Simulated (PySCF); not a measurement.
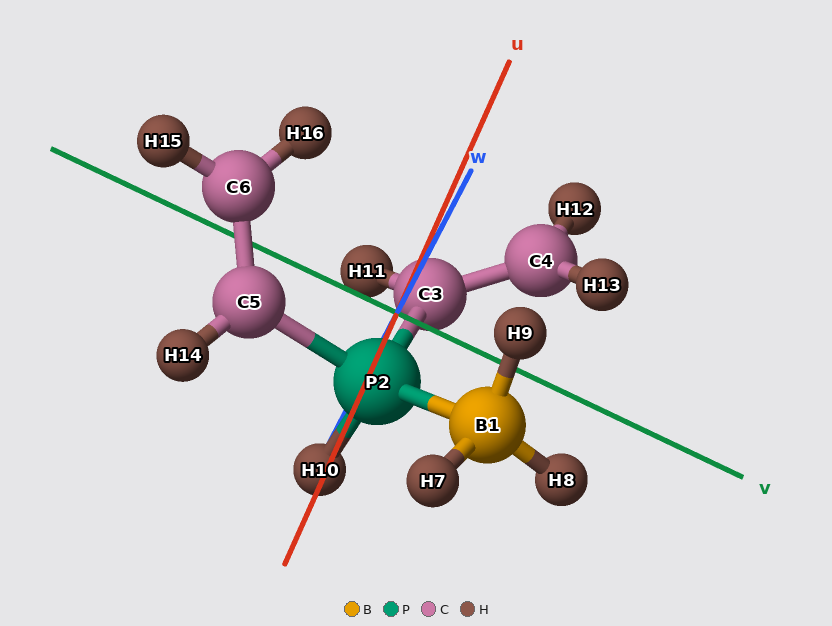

The lines u, v and w are the principal axes of the static dipole polarisability. Computed geometry: GFN2-xTB optimisation. No frequency run is at hand to confirm it as a minimum. Computed with CAM-B3LYP/def2-SVPD (PySCF 2.14.0).

**Along which axis is the molecule most polarisable, and along which least?**

Most along v, least along w.

**Give the three principal values.**

u 95.1, v 101.3, w 75.9 bohr³; mean 90.8, anisotropy 23.0 bohr³.

The geometry is semi-empirical. Around B, P such bond lengths and angles can be off by a tenth of an ångström or more and by several degrees, and values that hang on the shape move with them.
